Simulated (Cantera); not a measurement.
Charge: 1 mol MgO, 1.5 mol CH4, 0.016 mol CO, held at 0.00370 bar.

Cantera equilibrium calculation (NASA polynomials, part measured and part estimated; ideal gas, pure solids and liquids). Candidate condensed phases: C, C6H6, C7H8, C8H18, H2O, Mg, MgCO3, MgO, Mg(OH)2; 116 gas species. The tables' values for MgH are old estimates; treat these amounts as uncertain. Equilibrium is a limit: real reactors are often held back by kinetics, nucleation or transport.

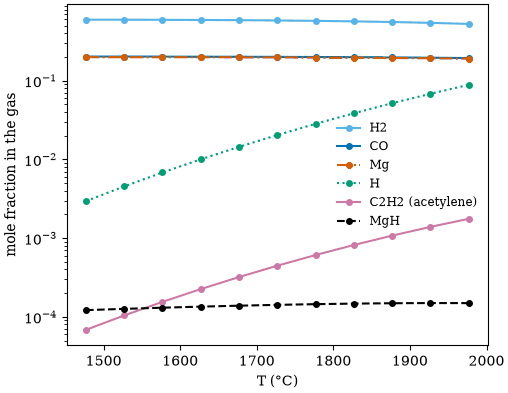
*Equilibrium gas composition (values under 1e-9 drawn at 1e-9)*

Read off the mole fractions at 1677 °C.

H2 about 0.59, CO about 0.20, Mg about 0.20, H about 0.014, C2H2 (acetylene) about 0.00032, MgH about 0.00014.
